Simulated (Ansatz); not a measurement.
Structure (in its standard cell), the input geometry of an electronic-structure calculation (not necessarily at equilibrium):

```cif
data_structure
_symmetry_space_group_name_H-M 'P 1'
_symmetry_Int_Tables_number 1
_cell_length_a 4.5103
_cell_length_b 4.5103
_cell_length_c 4.5103
_cell_angle_alpha 90.000
_cell_angle_beta 90.000
_cell_angle_gamma 90.000
_cell_volume 91.75
loop_
_atom_site_label
_atom_site_type_symbol
_atom_site_fract_x
_atom_site_fract_y
_atom_site_fract_z
_atom_site_occupancy
Ce1 Ce 0.00000 0.00000 0.00000 1
Ce2 Ce 0.00000 0.50000 0.50000 1
Ce3 Ce 0.50000 0.00000 0.50000 1
Ce4 Ce 0.50000 0.50000 0.00000 1
```

**What does the kinematic electron diffraction pattern along [001] look like at 300 kV (B = 0.3 Å²)?**

The spots form a square net with both shortest vectors at d = 2.26 Å, 90.0° apart. They are 2 0 0 and 0 2 0. The pattern has symmetry 4mm. The lattice centring (F) removes all reflections that break h + k = 2n, h + l = 2n.

Strongest reflections with d > 0.80 Å, one of each family (|F|² from tabulated Gaussian fits of the electron scattering factors, times a small damping for the curvature of the Ewald sphere):

| hkl | d (Å) | I (strongest = 100) |
| --- | --- | --- |
| 2 0 0 | 2.255 | 100 |
| 2 2 0 | 1.595 | 48 |
| 4 0 0 | 1.128 | 20 |
| 4 2 0 | 1.009 | 14 |
| 4 4 0 | 0.797 | 7 |

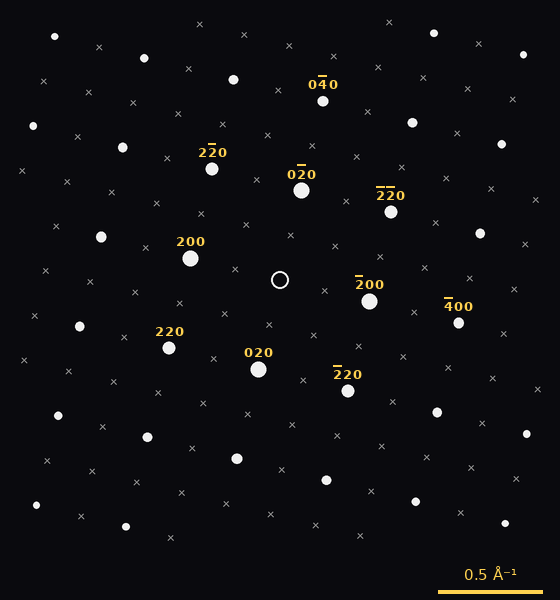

Calculated pattern, seen from the source side with [001] pointing towards the source; crosses mark the places of extinct reflections.
